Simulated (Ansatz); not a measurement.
# CH₄BNO: small, medium and large basis sets

How large a basis does CH₄BNO need? Two functionals are run in growing sets.

Program: Ansatz 0.2.0, Gaussian basis. Level of theory: one geometry, several basis sets. These are calculated values, not measurements.

Plan: PBE0-D4/def2-SVP; ωB97M-V/def2-SVP; PBE0-D4/def2-QZVPP; ωB97M-V/def2-QZVPP; the functionals' def2-TZVPP values are taken from earlier runs.

1 further run of the same task is left out (it didn't finish).

**1. The geometry**

An earlier PBE0-D4 in a triple-zeta def2 set relaxation fixed the geometry.

SMILES `BOC=N`, 8 atoms, charge 0, spin multiplicity 1.

Atoms are counted from 1 here; the program's logs count them from 0.

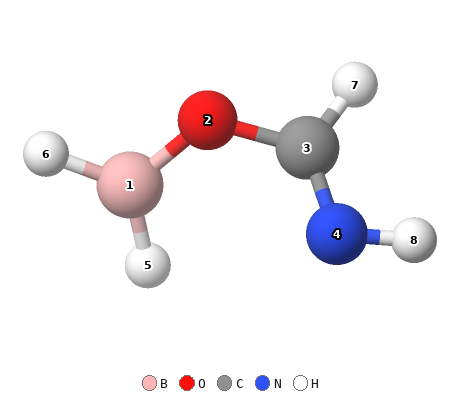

The geometry (boron pink, oxygen red, carbon grey, nitrogen blue, hydrogen white); atoms are numbered from 1 in the order of the file.

**2. PBE0-D4 in def2-SVP**

in.yaml

```yaml
crystal:
  periodic: [false, false, false]
  atoms:
    - {symbol: B, position_ang: [-0.631967, 1.325189, -0.214735]}
    - {symbol: O, position_ang: [0.422099, 0.701885, 0.380830]}
    - {symbol: C, position_ang: [0.686843, -0.618548, 0.227075]}
    - {symbol: N, position_ang: [-0.224787, -1.476502, 0.199817]}
    - {symbol: H, position_ang: [-1.264403, 0.763421, -1.056079]}
    - {symbol: H, position_ang: [-0.825456, 2.451235, 0.130450]}
    - {symbol: H, position_ang: [1.763545, -0.795069, 0.178913]}
    - {symbol: H, position_ang: [0.166224, -2.408811, 0.098029]}
basis:
  gaussian: {orbitals: def2-SVP}
hamiltonian: {xc: pbe0, dispersion: d4}
output: {orbitals: {seedname: orbitals}}
```

The run is started by

```console
$ ansatz run in.yaml --threads 2 --pin off --events-out ev --progress --plain --max-ram 4352MiB
```

After this run come: ωB97M-V in def2-SVP; PBE0-D4 in def2-QZVPP; ωB97M-V in def2-QZVPP.

Before running them: what should the planned runs give, taken together? Wanted: PBE0-D4: double and triple zeta above quadruple; ωB97M-V: double and triple zeta above quadruple.

As calculated:

| quantity | value |
| --- | --- |
| PBE0-D4: double and triple zeta above quadruple | 6.43, 0.31 eV |
| ωB97M-V: double and triple zeta above quadruple | 6.65, 0.29 eV |

**Reading.** PBE0-D4 gains 6.12 eV from double to triple zeta, then 0.31 eV more. Total energies overstate the basis error of differences, where much of it tends to cancel. The LUMO of ωB97M-V is positive and keeps falling with the basis (1.39 to 0.89 eV): an unbound level that the basis holds in place.
